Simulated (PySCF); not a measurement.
SMILES Bc1cccc(O)c1, singlet at its GFN2-xTB optimised geometry (Å):

```
15

B     -1.7287    -1.8356     0.0009
C     -0.9285    -0.5146     0.0000
C     -1.5681     0.7324     0.0000
C     -0.8465     1.9118    -0.0001
C      0.5359     1.8876    -0.0002
C      1.2018     0.6641     0.0000
O      2.5635     0.6758     0.0004
C      0.4728    -0.5146     0.0000
H     -2.8976    -1.8136     0.0003
H     -1.1675    -2.8622     0.0021
H     -2.6472     0.7672    -0.0001
H     -1.3600     2.8622    -0.0008
H      1.1171     2.7963    -0.0005
H      2.8976    -0.2296     0.0010
H      0.9996    -1.4610     0.0005
```

Method: PySCF with B3LYP/def2-TZVP. Cells within 0.4 Å of a nucleus heavier than hydrogen are left out (blank, or x).

Map of the deformation density (molecule minus spherical neutral atoms) (e/bohr³) on the plane z = 0.0 Å:

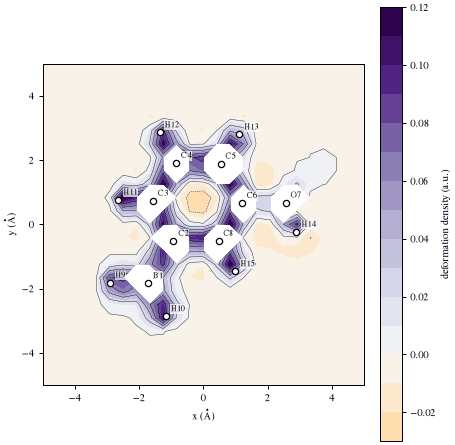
Deformation density (molecule minus spherical neutral atoms) (e/bohr³) on the plane z = 0.0 Å.
